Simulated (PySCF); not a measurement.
Consider C6H7F3OS (SMILES O=C1CCS[C@H](C(F)(F)F)C1).

```xyz
18

O    -0.6494    1.4196    1.9385
C    -0.6905    1.0114    0.8110
C    -1.8374    0.1848    0.2706
C    -1.3727   -1.1755   -0.2361
S    -0.1904   -1.0097   -1.6102
C     1.0360    0.0862   -0.8227
C     1.8935   -0.6577    0.1972
F     2.4474   -1.7610   -0.3177
F     2.9082    0.1171    0.6166
F     1.2294   -1.0381    1.2948
C     0.3944    1.3306   -0.2083
H    -2.5702    0.0410    1.0670
H    -2.3055    0.7355   -0.5487
H    -2.2078   -1.7373   -0.6532
H    -0.9148   -1.7608    0.5597
H     1.7163    0.3700   -1.6322
H    -0.0586    1.9124   -1.0137
H     1.1635    1.9378    0.2758
```

Geometry: GFN2-xTB.

All numbers below come from PBE0/pcSseg-1, SCF density, gas phase, non-relativistic in PySCF.

> Predict the electron density and electron localisation function between the atoms.

C–F (1.34 Å): the density is about 2.4 e/Å³ at the midpoint; the ELF peaks at about 0.85 between the atoms (a shared but strongly polarised pair).
C–C (1.51 Å): ρ at the midpoint is about 1.7 e/Å³; the ELF peaks at about 0.95 between the atoms: localised, covalent bonding.
C–H (1.09 Å): the density is about 2 e/Å³ at the midpoint; the ELF climbs to about 1 towards the hydrogen, as it does in any bond to H (an ordinary covalent bond to hydrogen).

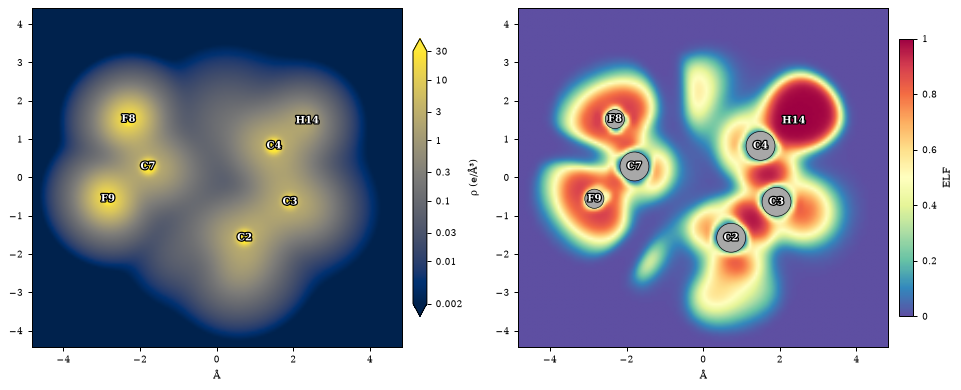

Computed electron density and electron localisation function on the plane of atoms F8, C7 and F9, in this order. Grey discs cover the atomic cores in the ELF map. 
